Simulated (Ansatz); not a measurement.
# FGaH7NSi2: basis-set convergence

Aim: see how fast density functionals converge with the basis set for FGaH7NSi2.

Computed with Ansatz 0.2.0, Gaussian basis. Level: one geometry, several basis sets.

Levels to be run: PBE0-D4/def2-SVP; ωB97M-V/def2-SVP; PBE0-D4/def2-QZVPP; ωB97M-V/def2-QZVPP; the functionals' def2-TZVPP values are taken from earlier runs.

### 1 The relaxed structure

An earlier PBE0-D4 in a triple-zeta def2 set relaxation fixed the geometry.

SMILES `N[SiH2][SiH2][GaH][F]`, 12 atoms, charge 0, spin multiplicity 1.

Atoms are counted from 1 here; the program's logs count them from 0.

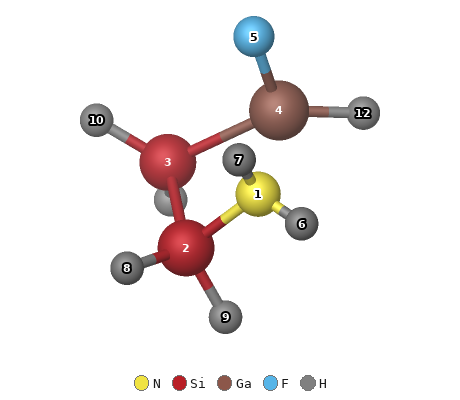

The structure; nitrogen yellow, silicon red, gallium brown, fluorine blue, hydrogen grey; atoms are numbered from 1 in the order of the file.

### 2 PBE0-D4 in def2-SVP

Input file in.yaml:

```yaml
crystal:
  periodic: [false, false, false]
  atoms:
    - {symbol: N, position_ang: [-0.711523, 0.847005, -0.736203]}
    - {symbol: Si, position_ang: [-1.167449, -0.798947, -0.121043]}
    - {symbol: Si, position_ang: [0.896126, -1.234926, 0.886016]}
    - {symbol: Ga, position_ang: [1.163986, 1.117901, 0.318958]}
    - {symbol: F, position_ang: [2.063503, 1.283201, -1.222837]}
    - {symbol: H, position_ang: [-1.425975, 1.562319, -0.667189]}
    - {symbol: H, position_ang: [-0.353228, 0.858589, -1.687956]}
    - {symbol: H, position_ang: [-1.720018, -1.604288, -1.243808]}
    - {symbol: H, position_ang: [-2.260047, -0.519118, 0.848987]}
    - {symbol: H, position_ang: [1.702733, -2.231272, 0.132578]}
    - {symbol: H, position_ang: [0.724179, -1.689995, 2.291874]}
    - {symbol: H, position_ang: [1.087713, 2.409543, 1.200612]}
basis:
  gaussian: {orbitals: def2-SVP}
hamiltonian: {xc: pbe0, dispersion: d4}
output: {orbitals: {seedname: orbitals}}
```

The run is started by

```
ansatz run in.yaml --threads 4 --pin off --events-out ev --progress --plain --max-ram 10444MiB
```

The log of the run:

```text
Functional definition: PBE0
  name "PBE0"
  cite "Adamo & Barone, J. Chem. Phys. 110, 6158 (1999) doi:10.1063/1.478522"
  cite "Perdew, Burke & Ernzerhof, Phys. Rev. Lett. 77, 3865 (1996) doi:10.1103/PhysRevLett.77.3865"
  parent pbe
  parameter a = 0.25
  parameter kappa = 0.804
  parameter beta = 0.06672455060314922
  exchange = (1 - a)*pbe_x(kappa = kappa, mu = beta*pi^2/3) + a*exact_x
  correlation = pbe_c(beta = beta)
1286 factors; integrals over basis functions are off by at most 1.3e-3 eV
mean field evaluation 1: about -72417.8676 eV, gradient 5.7e1 eV
mean field evaluation 2: about -72409.0869 eV, gradient 9.0e1 eV
mean field evaluation 4: about -72423.4483 eV, gradient 4.5e0 eV
mean field evaluation 8: about -72423.5529 eV, gradient 2.0e-1 eV
mean field evaluation 16: about -72423.5530 eV, gradient 1.9e-5 eV
mean field -72423.55299479 eV, -2661.5164821110 hartree, gradient 1.9e-5 eV, S^2 0.000000; 0 other end points of the search recorded, 0 dependent functions left out
reference -72423.55302830 eV, -2661.5164833425 hartree; 41, 41 occupied and 90, 90 virtual orbitals, 1286 factors
Total energy: -72423.84507533 eV, -2661.5272158730 hartree
```

Wall time 1.9 s (4 threads of Arm Neoverse V2, shared host).

### 3 ωB97M-V in def2-SVP

Edit in.yaml of step 2 so:

```diff
@@ -17,3 +17,3 @@
   gaussian: {orbitals: def2-SVP}
-hamiltonian: {xc: pbe0, dispersion: d4}
+hamiltonian: {xc: {name: wB97M-V}}
 output: {orbitals: {seedname: orbitals}}
```

The command is unchanged.

The log of the run, cut to the lines that bear on the results:

```text
Functional definition: wB97M-V
  name "wB97M-V"
  cite "Mardirossian & Head-Gordon, J. Chem. Phys. 144, 214110 (2016) doi:10.1063/1.4952647"
  cite "Becke, J. Chem. Phys. 107, 8554 (1997) doi:10.1063/1.475007"
  cite "Vydrov & Van Voorhis, J. Chem. Phys. 133, 244103 (2010) doi:10.1063/1.3521275"
  # Of w^i u^j: cxij and so on, Table III.
[...]
  gx(w, u) = 1 - cx + cx01*u + cx10*w
  gss(w, u) = css00 + css04*u^4 + css10*w + css20*w^2 + css43*w^4*u^3
  gos(w, u) = cos00 + cos10*w + (cos20 + cos21*u)*w^2 + (cos60 + cos61*u)*w^6
[...]
      + integral(e_c_pw_mod_opposite_spin*gos(b97_w_opposite, b97_u_opposite)) + vv10(b, c)
1286 factors; integrals over basis functions are off by at most 1.3e-3 eV
416 factors; integrals over basis functions are off by at most 4.7e-6 eV
[...]
mean field -72435.73391476 eV, -2661.9641226636 hartree, gradient 6.8e-5 eV, S^2 0.000000; 0 other end points of the search recorded, 0 dependent functions left out
reference -72435.73396946 eV, -2661.9641246737 hartree; 41, 41 occupied and 90, 90 virtual orbitals, 1286 factors
Total energy: -72435.73396946 eV, -2661.9641246737 hartree
```

Wall time 7.5 s (4 threads of Arm Neoverse V2, shared host).

### 4 PBE0-D4 in def2-QZVPP

Edit in.yaml of step 3 so:

```diff
@@ -16,4 +16,4 @@
 basis:
-  gaussian: {orbitals: def2-SVP}
-hamiltonian: {xc: {name: wB97M-V}}
+  gaussian: {orbitals: "def2-QZVPP.json"}
+hamiltonian: {xc: pbe0, dispersion: d4}
 output: {orbitals: {seedname: orbitals}}
```

Same command.

The log of the run:

```text
Functional definition: PBE0
  name "PBE0"
  cite "Adamo & Barone, J. Chem. Phys. 110, 6158 (1999) doi:10.1063/1.478522"
  cite "Perdew, Burke & Ernzerhof, Phys. Rev. Lett. 77, 3865 (1996) doi:10.1103/PhysRevLett.77.3865"
  parent pbe
  parameter a = 0.25
  parameter kappa = 0.804
  parameter beta = 0.06672455060314922
  exchange = (1 - a)*pbe_x(kappa = kappa, mu = beta*pi^2/3) + a*exact_x
  correlation = pbe_c(beta = beta)
2142 factors; their error is unknown
mean field evaluation 1: about -72434.8467 eV, gradient 7.0e1 eV
mean field evaluation 2: about -72421.2947 eV, gradient 1.1e2 eV
mean field evaluation 4: about -72442.7272 eV, gradient 6.9e0 eV
mean field evaluation 8: about -72442.7983 eV, gradient 1.2e-1 eV
mean field evaluation 16: about -72442.9607 eV, gradient 9.6e-5 eV
mean field -72442.96070735 eV, -2662.2297023928 hartree, gradient 1.7e-5 eV, S^2 0.000000; 0 other end points of the search recorded, 0 dependent functions left out
reference -72442.96075836 eV, -2662.2297042674 hartree; 41, 41 occupied and 512, 512 virtual orbitals, 2142 factors
Total energy: -72443.25280540 eV, -2662.2404367979 hartree
```

It took 17 s on 4 threads of Arm Neoverse V2, shared host; peak memory 2.7 GiB.

### 5 ωB97M-V in def2-QZVPP

Edit in.yaml of step 4 so:

```diff
@@ -17,3 +17,3 @@
   gaussian: {orbitals: "def2-QZVPP.json"}
-hamiltonian: {xc: pbe0, dispersion: d4}
+hamiltonian: {xc: {name: wB97M-V}}
 output: {orbitals: {seedname: orbitals}}
```

Same command.

The log of the run, cut to the lines that bear on the results:

```text
Functional definition: wB97M-V
  name "wB97M-V"
  cite "Mardirossian & Head-Gordon, J. Chem. Phys. 144, 214110 (2016) doi:10.1063/1.4952647"
  cite "Becke, J. Chem. Phys. 107, 8554 (1997) doi:10.1063/1.475007"
  cite "Vydrov & Van Voorhis, J. Chem. Phys. 133, 244103 (2010) doi:10.1063/1.3521275"
  # Of w^i u^j: cxij and so on, Table III.
[...]
  gx(w, u) = 1 - cx + cx01*u + cx10*w
  gss(w, u) = css00 + css04*u^4 + css10*w + css20*w^2 + css43*w^4*u^3
  gos(w, u) = cos00 + cos10*w + (cos20 + cos21*u)*w^2 + (cos60 + cos61*u)*w^6
[...]
      + integral(e_c_pw_mod_opposite_spin*gos(b97_w_opposite, b97_u_opposite)) + vv10(b, c)
2097 factors; their error is unknown
461 factors; integrals over basis functions are off by at most 9.8e-6 eV
[...]
mean field -72455.19410386 eV, -2662.6792714225 hartree, gradient 4.9e-5 eV, S^2 0.000000; 0 other end points of the search recorded, 0 dependent functions left out
reference -72455.19418528 eV, -2662.6792744143 hartree; 41, 41 occupied and 512, 512 virtual orbitals, 2097 factors
Total energy: -72455.19418528 eV, -2662.6792744143 hartree
```

Run time: 35 s. Hardware: 4 threads of Arm Neoverse V2, shared host; peak memory 3.2 GiB.

### 6 Density functionals: the series

The def2-TZVPP values come from earlier runs at the same geometry.

| functional | basis | functions | energy (eV) | from the largest (eV) | HOMO (eV) | LUMO (eV) |
| --- | --- | --- | --- | --- | --- | --- |
| PBE0-D4 | def2-SVP | 131 | -72423.8451 | 19.408 | -6.93 | -0.60 |
| PBE0-D4 | def2-TZVPP | 292 | -72441.2979 | 1.955 | -6.96 | -0.91 |
| PBE0-D4 | def2-QZVPP | 553 | -72443.2528 | 0.000 | -6.97 | -1.01 |
| ωB97M-V | def2-SVP | 131 | -72435.7340 | 19.460 | -8.85 | 1.16 |
| ωB97M-V | def2-TZVPP | 292 | -72453.3221 | 1.872 | -8.91 | 0.70 |
| ωB97M-V | def2-QZVPP | 553 | -72455.1942 | 0.000 | -8.93 | 0.43 |

### 7 Summary of results

| quantity | value |
| --- | --- |
| PBE0-D4: double and triple zeta above quadruple | 19.41, 1.95 eV |
| ωB97M-V: double and triple zeta above quadruple | 19.46, 1.87 eV |

What this shows: For PBE0-D4 the step from double to triple zeta gains 17.45 eV and the next only 1.95 eV. These are total energies; as a rule much of such shifts cancels in differences, which this series doesn't test. The LUMO of ωB97M-V is positive and keeps falling with the basis (1.16 to 0.43 eV): an unbound level that the basis holds in place.

For PBE0-D4 the largest set took about 9 times as long as the smallest (17 s against 1.9 s).
